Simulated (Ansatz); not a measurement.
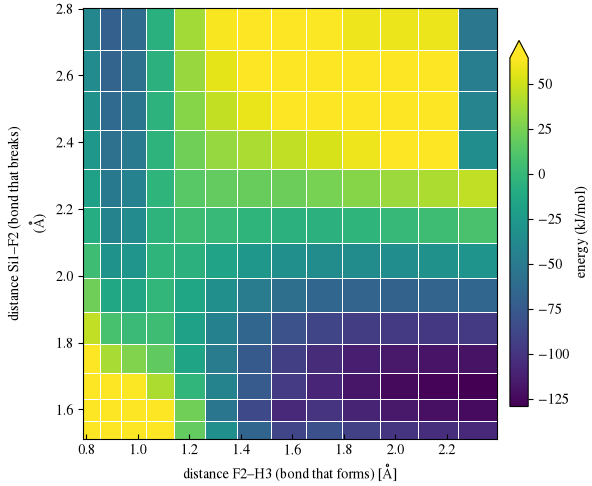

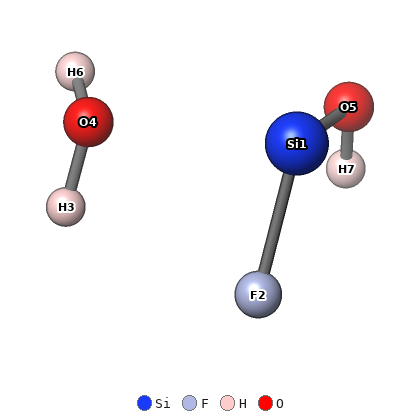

Energy landscape of the reacting system FH3O2Si (fragments FHOSi + H₂O where the first distance is long, H₂O₂Si + FH where the second is long). 
- Coordinates scanned: (1) distance F2–H3 (bond that forms); (2) distance Si1–F2 (bond that breaks).
- Relaxed at each point: all other coordinates.
- The scan uses a 13 × 13 grid.
- Points are written as (first, second).
- Energies: kJ/mol, counted from a guessed transition structure relaxed with its forming and breaking bonds held.
- Energies and slopes of some neighbouring points disagree (a jump in structure or state, or too coarse a mesh). The reference is spin-restricted, so regions where a bond is pulled apart into radicals lie too high.
- The calculation used RHF/def2-SVP in Ansatz.

In the figure: one coloured cell a grid point, one colour for all values above the top of the scale. The second picture is the structure at the lowest point.

> What does the map say about the system?

The lowest grid point is at (2.319 Å, 1.667 Å), −129 kJ/mol from a guessed transition structure relaxed with its forming and breaking bonds held. It lies in a valley that leaves the map towards separated partners. The energy also falls towards the edge at (0.886 Å, 2.739 Å) (59 kJ/mol above the lowest), where a further well may lie outside the range. The highest grid point, (0.819 Å, 1.539 Å), lies 360 kJ/mol above the lowest.

The input of one point:

```yaml
crystal:
  periodic: [false, false, false]
  atoms:
    - { symbol: Si, position_ang: [1.031432, -0.414052, 0.798754] }
    - { symbol: F, position_ang: [1.185271, -0.910769, -0.785068] }
    - { symbol: H, position_ang: [-1.131531, -0.885069, -0.687456] }
    - { symbol: O, position_ang: [-1.194223, -0.66359, 0.234731] }
    - { symbol: O, position_ang: [0.943456, 1.220943, 0.531055] }
    - { symbol: H, position_ang: [-1.759041, 0.097461, 0.26254] }
    - { symbol: H, position_ang: [0.924741, 1.554981, -0.354559] }
basis:
  gaussian: { orbitals: def2-SVP }
hamiltonian:
  xc: hf
output:
  forces: true
relax:
  f_tol: 0.02
  max_steps: 50
  escape_saddle: false
  constraints: [{ distance: [1, 2] }, { distance: [0, 1] }]
scf:
  lower_state_search: "off"
```

Each point was launched as `ansatz run input.yaml --threads 1 --pin off --max-ram 2560MiB --backend cpu --events-out ev --progress --plain --runs-dir out`. Time for the 169 points that were run: 26 min on 1 thread of Arm Neoverse V1, on a shared host.
